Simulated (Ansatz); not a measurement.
The compound is KNbC4 (space group P4/mmm, No. 123), taken as coordinates from a relaxation with DFT PBE, scalar-relativistic, plane waves, PAW in Ansatz 0.2.0; the starting structure was generated, so it need not be a known form of this composition.

```
K Nb C
1.0
     4.28700    0.00000    0.00000
     0.00000    4.28700    0.00000
     0.00000    0.00000    5.63260
K Nb C
1 1 4
Direct
  0.00000 0.00000 0.00000
  0.50000 0.50000 0.50000
  0.50000 0.00000 0.38445
  0.00000 0.50000 0.61555
  0.50000 0.00000 0.61555
  0.00000 0.50000 0.38445
```

Bonds are taken as C–C below 1.5 Å and C–Nb below 2.5 Å; K is left out of the net, as the electropositive filling of the structure. Atoms with one bond or none are removed and atoms with two bonds are replaced by edges, until no such atom is left.

Derive the underlying net.

The result is a binodal (3,8)-connected, two-periodic (layers) net: C is a 3-connected node; Nb is an 8-connected node, in the ratio 4:1. The layers lie parallel to (001).

| node | links | point symbol | coordination sequence |
| --- | --- | --- | --- |
| C | 3 | 3²·4 | 3 12 6 32 10 48 14 64 |
| Nb | 8 | 3⁴·8¹⁶·12⁸ | 8 4 24 8 40 12 56 16 |

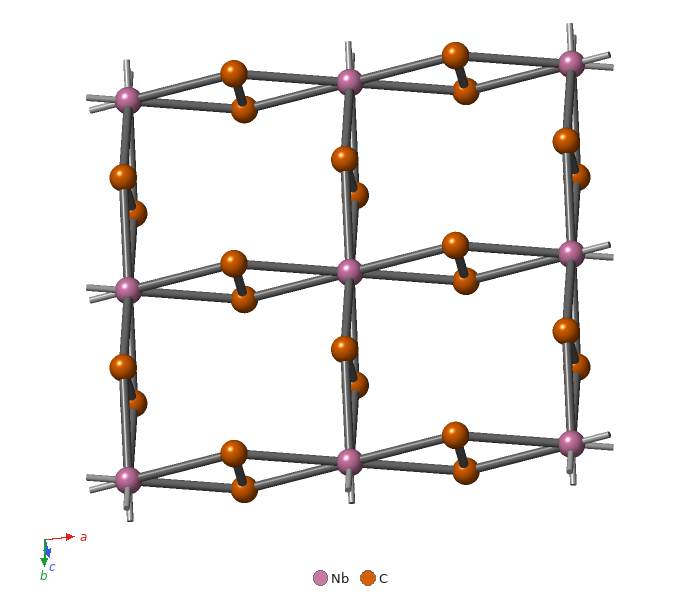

Nodes are coloured by element. One layer is drawn. Short stubs are edges that leave the cut-out.
